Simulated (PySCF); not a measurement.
The calculation's input:

```
{"job": {"kind": "nmr", "xc": "PBE0", "basis": "pcSseg-1"}, "charge": 0, "multiplicity": 1}
C     -2.439504    -0.321707    -1.061285
C     -1.316411    -0.080155    -0.387921
C     -0.002926    -0.445213    -0.880019
C      1.065925    -0.155275    -0.122930
C      2.470910    -0.472982    -0.503408
Si     0.536671     0.699629     1.468408
C     -1.295641     0.601406     0.959584
H     -3.404210    -0.040039    -0.673569
H     -2.432992    -0.809217    -2.021946
H      0.070097    -0.939788    -1.840534
H      2.924020    -1.121881     0.246016
H      2.521904    -0.966624    -1.472935
H      3.063679     0.440834    -0.541825
H      1.041127     2.071475     1.595789
H      0.855272    -0.062121     2.681116
H     -1.764967     1.582091     0.880019
H     -1.899950     0.031598     1.665530
```

Launched as:

```sh
OMP_NUM_THREADS=1 python probes_run.py task.json out
```

Geometry: GFN2-xTB.

Level of theory: PySCF 2.14.0, PBE0/pcSseg-1, SCF density, gas phase, non-relativistic.

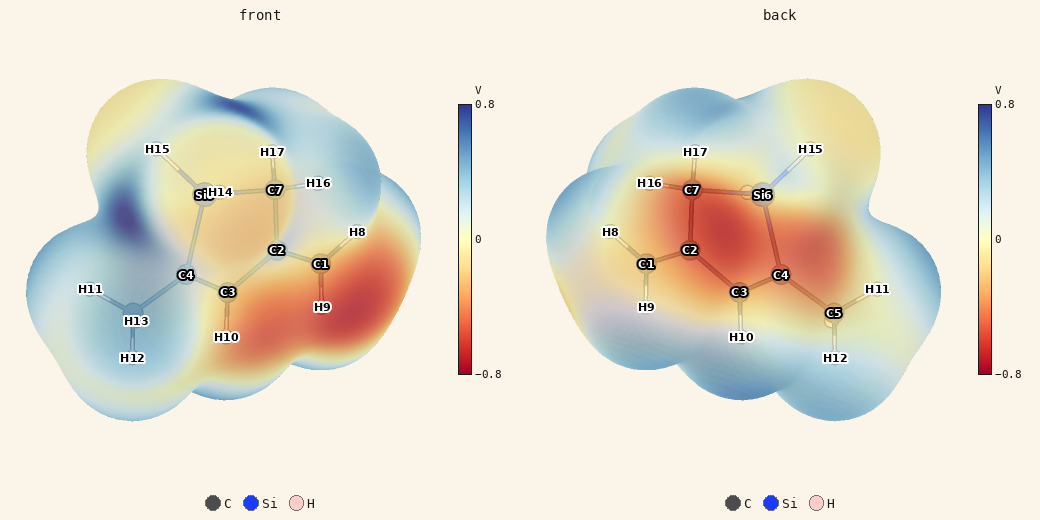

C6H10Si (SMILES C=C1C=C(C)[SiH2]C1). The electrostatic potential painted on the density surface at 0.001 e/bohr³, seen from the front and from behind; the colour scale runs from red (negative) to blue (positive).

Describe the electrostatic potential map.

The most negative region (about −0.7 V) lies over the π face of C1 and C2, the most positive (about +0.7 V) over Si6.

How polar is the molecule by this calculation?

Its dipole moment is 0.32 D.
